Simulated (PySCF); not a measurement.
```xyz
16

O     0.9818   -1.5371    0.3571
C    -0.0096   -0.8344    0.0455
C    -1.3378   -1.2975   -0.1503
C    -2.3227   -0.4113   -0.4898
C    -2.0495    0.9584   -0.6509
C    -0.7767    1.4572   -0.4719
C     0.2524    0.5869   -0.1256
O     1.4841    0.9491    0.0671
Si    2.6926   -0.1537    0.4858
H    -1.5392   -2.3500   -0.0249
H    -3.3328   -0.7630   -0.6388
H    -2.8527    1.6275   -0.9194
H    -0.5611    2.5074   -0.5943
H     2.5796   -0.6333    1.8593
H     3.0818   -1.0226   -0.6201
H     3.7021    0.9254    0.5211
```

Geometry: GFN2-xTB.

These are results of UKS B3LYP, pcH-1 on C H O Si, non-relativistic, mean-field spin-orbit, GIAO in PySCF 2.14.0, density-fitted response routines, not measurements.

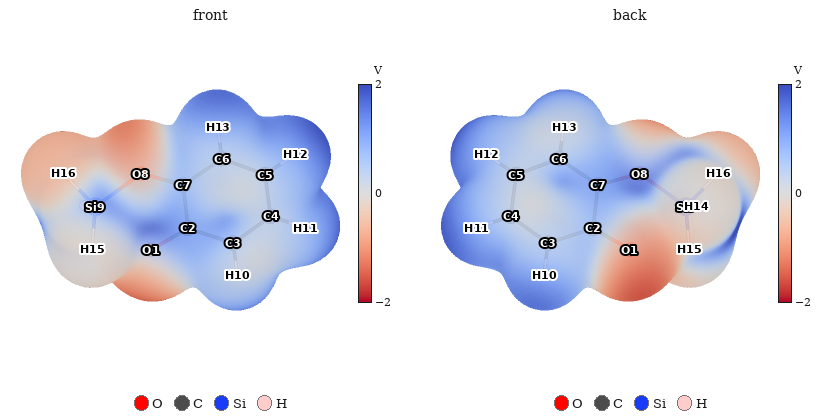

C6H7O2Si (SMILES [O]c1ccccc1O[SiH3]) (doublet). The molecular electrostatic potential painted on the density surface at 0.004 e/bohr³, seen from the front and from behind; red is negative and blue positive.

Q: Describe the electrostatic potential map.

A: The most negative region (about −1.5 V) lies over O1, the most positive (about +1.9 V) over Si9 and H12. O1 is the likeliest acceptor of a hydrogen bond.
